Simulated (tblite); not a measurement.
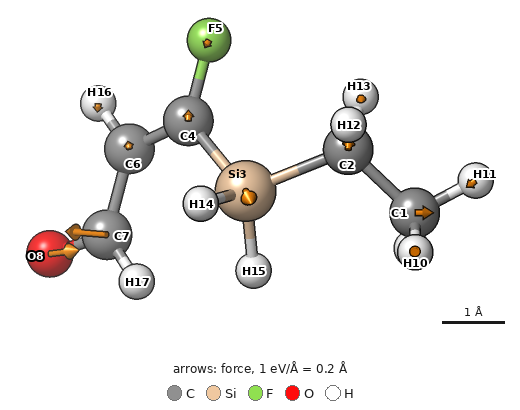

Starting geometry of C5H9FOSi with the computed forces as orange arrows. Style: ball-and-stick. Shown at a tilt.

Computed with tblite, GFN2-xTB geometry optimisation, gas phase. 

> Is this structure relaxed? If not, where do the atoms go?

It isn't relaxed: the largest force vector, on a C atom, is 4.75 eV/Å. The final displacements have little in common with the starting forces (cosine between the two patterns 0.08). The largest move after the best rigid fit is that of an H atom, 0.98 Å. Largest moves by element: H 0.98 Å, O 0.70 Å, Si 0.57 Å, C 0.49 Å, F 0.25 Å. Among the contacts that change: C–Si 1.827 → 1.912 Å, C–O 1.266 → 1.204 Å, C–H 1.130 → 1.088 Å, C–H 1.081 → 1.109 Å. Among the angles between lasting bonds that change: C–C–H 123.5° → 113.3°, Si–C–C 120.3° → 129.2°, C–C–O 116.6° → 125.4°. Groups turn about C–Si by about 45°, C–Si by about 20°. After 117 geometry steps the energy has fallen by 16.1 kcal/mol. Cost: 1.4 s on 1 thread of Arm Neoverse N1, on a shared host.
